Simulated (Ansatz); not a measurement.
System: C2H8GaN (SMILES [CH3][Ga]([CH3])[NH2]).

```yaml
atoms:
  - { symbol: C, position_ang: [0.1231, -0.3719, -1.5939] }
  - { symbol: C, position_ang: [1.1794, -0.4737, 1.7397] }
  - { symbol: Ga, position_ang: [1.3077, 0.1626, -0.1172] }
  - { symbol: N, position_ang: [2.6362, 1.3448, -0.5021] }
  - { symbol: H, position_ang: [0.1635, -1.4623, -1.7471] }
  - { symbol: H, position_ang: [-0.9235, -0.1177, -1.3615] }
  - { symbol: H, position_ang: [0.3943, 0.1187, -2.5404] }
  - { symbol: H, position_ang: [1.2810, -1.5701, 1.7810] }
  - { symbol: H, position_ang: [0.1945, -0.2251, 2.1665] }
  - { symbol: H, position_ang: [1.9546, -0.0319, 2.3831] }
  - { symbol: H, position_ang: [2.8042, 1.7385, -1.4199] }
  - { symbol: H, position_ang: [3.3073, 1.6917, 0.1724] }
```

Geometry: PBE0-D4/def2-SVP.

Computed with isolated molecule in a Gaussian basis; Kohn-Sham density functional theory, functional PBE0 in Ansatz 0.2.0.

> Predict the electron density and electron localisation function between the atoms.

Ga–N (1.82 Å): the density is about 0.91 e/Å³ at the midpoint; the ELF peaks at about 0.90 in the valence shell of N, 0.6 Å from its nucleus, and is about 0.30 at the midpoint.
C–Ga (1.97 Å): ρ at the midpoint is about 0.78 e/Å³; the ELF peaks at about 0.90 in the valence shell of C, 0.7 Å from its nucleus, and is about 0.55 at the midpoint.
N–H (1.01 Å): the density is about 2.8 e/Å³ at the midpoint; the ELF climbs to about 1 towards the hydrogen, as it does in any bond to H (an ordinary covalent bond to hydrogen).
C–H (1.10 Å): the density is about 1.9 e/Å³ at the midpoint; the ELF climbs to about 1 towards the hydrogen (a covalent bond by its length).

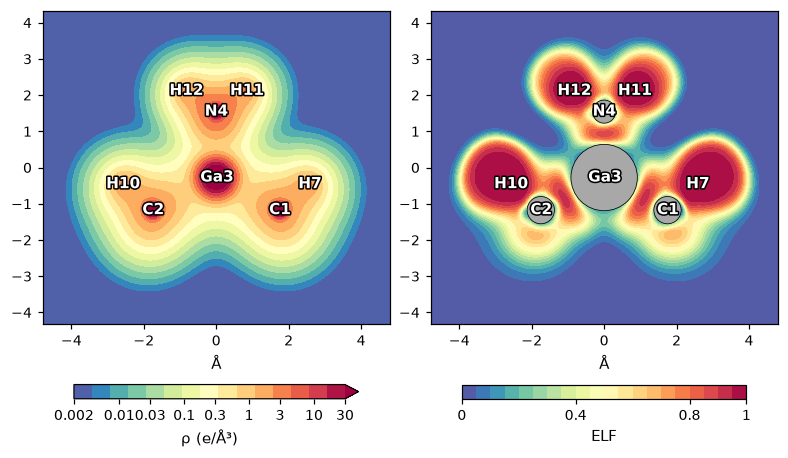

Computed electron density and electron localisation function on the plane of atoms Ga3, C2 and H10, in this order. Grey discs cover the atomic cores in the ELF map. 
